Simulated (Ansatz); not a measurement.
BNH5F: several calculations on one system

Part 1: Relaxation

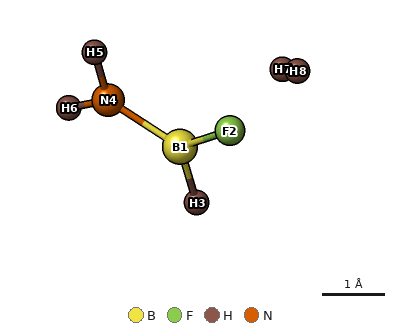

This is the input geometry for a relaxation of BNH5F. Style: ball-and-stick. Shown face on.

The run prepares an end point of a later path (reaction) calculation, from a guessed geometry.

Level of theory: RKS r2SCAN-D4/def2-SVP (Ansatz).

The input:
```yaml
crystal:
  periodic: [false, false, false]
  atoms:
    - { symbol: B, position_ang: [-0.090712, -0.154105, -0.082249] }
    - { symbol: F, position_ang: [-0.088712, -0.547556, 1.19225] }
    - { symbol: H, position_ang: [0.942381, 0.19681, -0.597253] }
    - { symbol: "N", position_ang: [-1.28515, -0.204651, -0.79836] }
    - { symbol: H, position_ang: [-2.159857, -0.474118, -0.369041] }
    - { symbol: H, position_ang: [-1.361948, 0.107836, -1.754747] }
    - { symbol: H, position_ang: [-0.115368, 2.019589, 0.93182] }
    - { symbol: H, position_ang: [-0.088334, 1.562495, 1.48178] }
basis:
  gaussian: { orbitals: def2-SVP }
hamiltonian:
  xc: r2scan
  dispersion: d4
relax:
  f_tol: 0.03
  max_steps: 50
output:
  orbitals: {}
```

Command:
```bash
ansatz run input.yaml --threads 2 --pin off --max-ram 3072MiB --backend cpu --events-out ev --progress --plain --runs-dir out
```

Where does the relaxation end?

Answer. Over 20 accepted moves (24 points after the start) the energy falls by 17.7 kJ/mol. The largest force component goes from 1.3 to 0.0051 eV/Å. The line search rejected the trial steps at points 6, 8, 13, 20 of the run. The forces were under the threshold at step 7, but the run went on from there. The atom that moves furthest after the best rigid fit is H7 (1.44 Å). Largest moves by element: H 1.44 Å, F 0.39 Å, B 0.36 Å, N 0.35 Å. Among the contacts that change: H7–H8 0.716 → 0.759 Å, B1–F2 1.334 → 1.344 Å.

Step by step:

```csv
step,"E − E(0), kJ/mol","largest force component, eV/Å",note
0,0.00,1.3323,
1,-12.50,0.1676,
2,-15.43,0.0674,
3,-15.85,0.2864,
4,-16.47,0.1256,
5,-16.63,0.0979,
6,-16.21,0.7149,rejected
7,-16.98,0.0241,
8,-16.68,0.5595,rejected
9,-17.08,0.0971,
10,-17.16,0.1226,
11,-17.26,0.1462,
12,-17.36,0.1321,
13,-17.30,0.1572,rejected
14,-17.43,0.0602,
15,-17.50,0.0782,
16,-17.53,0.1278,
17,-17.56,0.0542,
18,-17.58,0.0051,
19,-17.61,0.0141,
20,-17.38,0.2653,rejected
21,-17.62,0.0506,
22,-17.63,0.0499,
23,-17.64,0.0409,
24,-17.65,0.0051,
```

Final geometry:

```xyz
8

B    -0.1176   -0.3332   -0.3971
F    -0.0854   -0.2448    0.9432
H     0.9211   -0.3147   -1.0122
N    -1.3501   -0.4443   -1.0382
H    -2.2304   -0.4614   -0.5352
H    -1.4394   -0.5119   -2.0432
H     0.0226    2.7731    2.1475
H     0.0315    2.0436    1.9394
```

After the run, drawn alike:

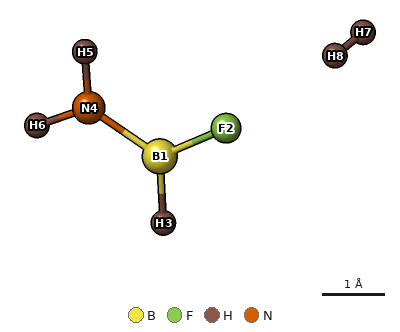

Part 2: Relaxation

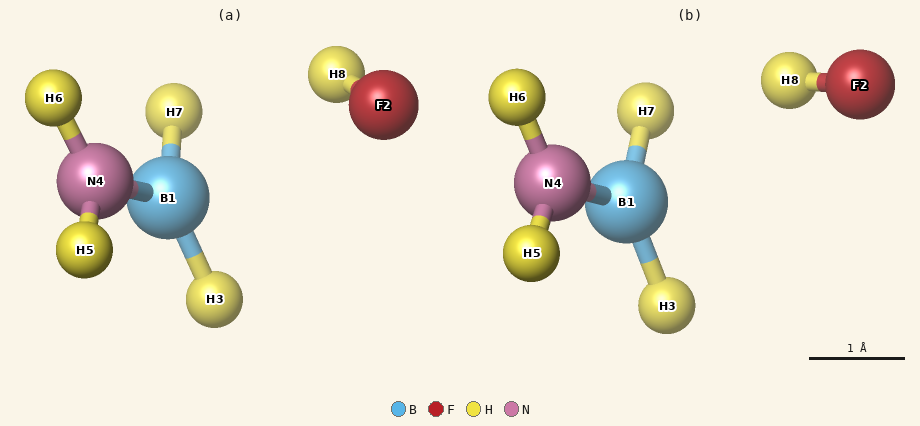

The structure of BNH$_{5}$F before (left) and after (right) a relaxation, at one scale.

Style: ball-and-stick. Shown at a tilt.

The run prepares an end point of a later path (reaction) calculation, from a guessed geometry.

These are results of RKS r2SCAN-D4/def2-SVP in Ansatz 0.2.0, not measurements.

Input file:
```yaml
crystal:
  periodic: [false, false, false]
  atoms:
    - { symbol: B, position_ang: [-0.067454, 0.385954, -0.402668] }
    - { symbol: F, position_ang: [-0.173707, 0.181693, 2.114736] }
    - { symbol: H, position_ang: [0.831619, -0.412102, -0.455637] }
    - { symbol: "N", position_ang: [-1.332557, 0.048108, -0.867718] }
    - { symbol: H, position_ang: [-1.570697, -0.882802, -1.188637] }
    - { symbol: H, position_ang: [-2.124079, 0.680149, -0.853074] }
    - { symbol: H, position_ang: [0.130177, 1.520254, -0.059616] }
    - { symbol: H, position_ang: [0.058999, 0.985046, 1.716813] }
basis:
  gaussian: { orbitals: def2-SVP }
hamiltonian:
  xc: r2scan
  dispersion: d4
relax:
  f_tol: 0.03
  max_steps: 50
```

Run as
```bash
ansatz run input.yaml --threads 2 --pin off --max-ram 3072MiB --backend cpu --events-out ev --progress --plain --runs-dir out
```

**What changed between the two?**

Over 7 accepted moves (8 points after the start) the energy falls by 0.047 eV. Largest force component: 0.36 eV/Å at the start, 0.0062 eV/Å at the end. The line search rejected the trial step at point 3 of the run. F2 moves most after the best rigid fit: 0.30 Å. Largest moves by element: F 0.30 Å, H 0.15 Å, B 0.05 Å, N 0.03 Å. Among the contacts that change: B1–H7 1.201 → 1.219 Å, F2–H8 0.926 → 0.933 Å, B1–N4 1.390 → 1.385 Å. Cost: 11 s on 2 threads of Arm Neoverse V2 (shared host), peak memory 0.14 GiB.

Part 3: Path

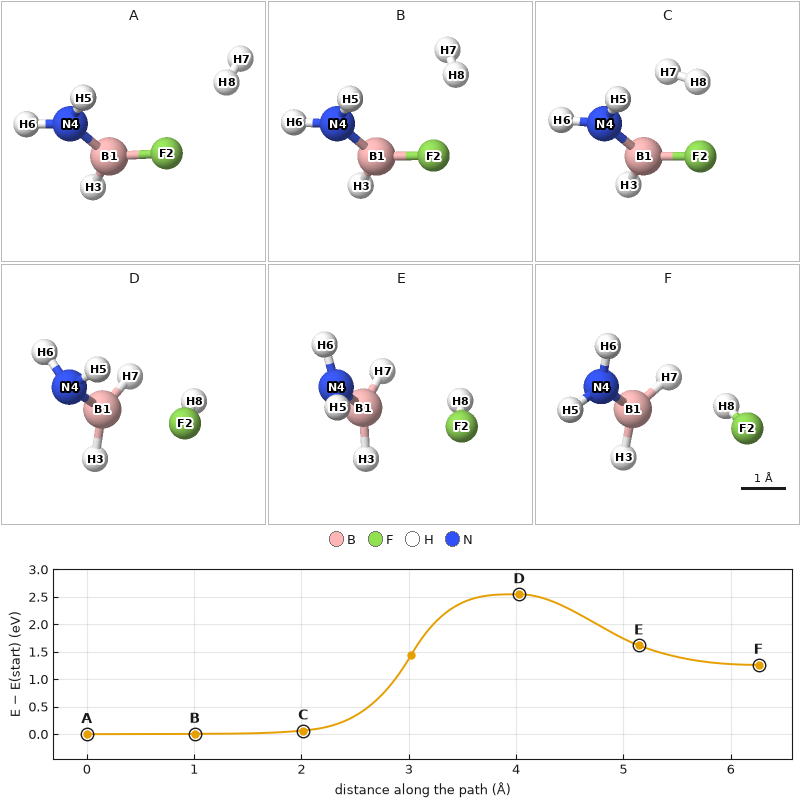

NEB run on BNH5F, made up at the start of BNH$_{3}$F and H$_{2}$. Images are numbered from 0 (start) to 6 (end). Frames A to F are images 0, 1, 2, 4, 5, 6. Style: ball-and-stick. Shown at a tilt.

The calculation used Ansatz, RKS r2SCAN-D4/def2-SVP. Settings: 5 movable images; climbing image; force threshold 0.05 eV/Å; iteration limit 60; starting path through a guess of the saddle point.

Read off the barrier and say what moves.

Breaking: B1–F2 (1.34 → 2.11 at the top → 2.78 Å), H7–H8 (0.76 → 1.80 at the top → 1.64 Å). Forming: B1–H7 (4.02 → 1.24 at the top → 1.22 Å), F2–H8 (2.50 → 0.94 at the top → 0.93 Å). The energy climbs by 2.55 eV to image 4 and then falls by 1.29 eV, so the end point sits at +1.26 eV. The band is converged.

Limits of the set-up: the start holds two separate molecules, 2.5 Å apart at their closest, whose relative position is a soft coordinate.

Cost: 100 s on 2 threads of Arm Neoverse V2 (shared host), peak memory 0.13 GiB.
